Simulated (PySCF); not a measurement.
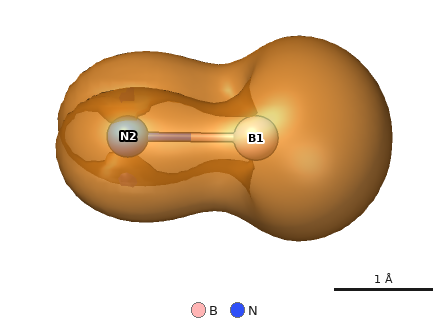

Figure. BN (triplet). Isosurfaces of the spin density (α minus β) at +0.06 (orange) and −0.06 e/Å³ (purple), seen from one side.

Theory: PySCF, PBE0/def2-TZVPP, non-relativistic Hamiltonian with scalar-relativistic core potentials where named, at a bond length of 1.317 Å.

> Where is the unpaired spin?

The unpaired spin (2 electrons) lies mostly on B1 (about 1.2) and N2 (about 0.8), in electrons by Hirshfeld's partition.
